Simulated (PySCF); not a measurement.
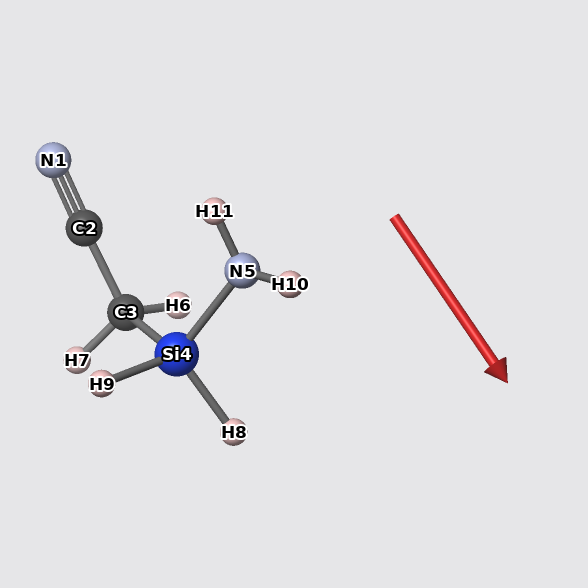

The arrow beside the molecule shows the direction of the dipole moment, from the negative to the positive end (its length means nothing). Computed geometry: PBE0-D3(BJ)/def2-SVP optimisation. No frequency run is at hand to confirm it as a minimum. Level of theory: CAM-B3LYP/pcSseg-2, gas phase (PySCF 2.14.0).

**Estimate the dipole moment.**

3.76 D; it points from the side of N1 to the side of H8 (the outermost atoms at the two ends).
